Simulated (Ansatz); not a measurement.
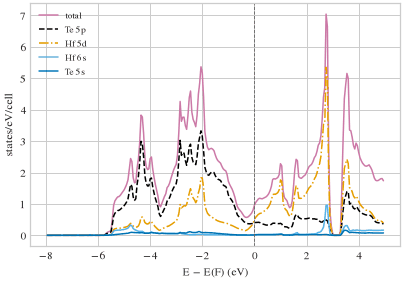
Total and projected density of states of HfTe2 (CdI2 type, P-3m1), LDA in the plane-wave PAW code Ansatz

### Question
Which orbitals carry the states next to the Fermi level?

### Answer
Within 0.5 eV of the Fermi level: Hf 5d 52 %, Te 5p 43 %. Projections are on Löwdin-orthogonalised atomic valence shells; empty p or d shells of many metals are not among them.

### Question
Where is the tallest occupied peak in this window, and what makes it?

### Answer
Near -2.0 eV, about 5.4 states/eV per cell; the largest projected share is Te 5p.

The workflow started from a Materials Project entry (that database holds measured and hypothetical structures alike); the Crystallography Open Database copy checked does not list it. Whether it is the stable phase at ambient conditions was not checked. The LDA relaxation kept the symmetry of its start; of distortions, only those at the zone centre were tested. The run is not spin-polarised. A crystal of weakly bound layers computed without a dispersion correction: the cell and the soft elastic constants depend strongly on that. Spin–orbit coupling is left out wherever it is not named.

Potentials: the later of the program's two PAW sets.
